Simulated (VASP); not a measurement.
Band structure of ZnSnP2 (space group P-4m2). These are modified Becke-Johnson potential (mBJ) with spin-orbit coupling, VASP's PBE PAW potentials (set 64) (plane waves; VASP) values and carry that method's errors.

mBJ is a potential without an energy functional, so only the levels count.

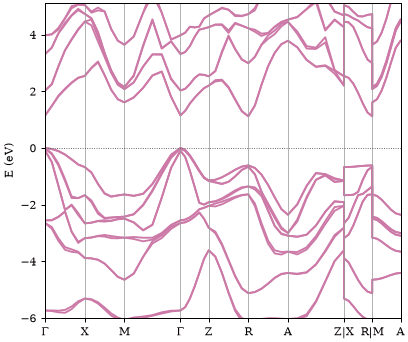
Fig. 1. Bands along high-symmetry lines, zero at the valence-band maximum or, without a gap, the Fermi level

### Question
Read the plot: is there a gap, and where are the band edges?

### Answer
The gap is indirect, 1.12 eV, from the valence maximum at Γ to the conduction minimum at R.

The structure comes from a computed database's ZnSnP2 entry (P-4m2); how it stands against other phases isn't given here. It was relaxed first. The cell's shape comes from a PBE relaxation.
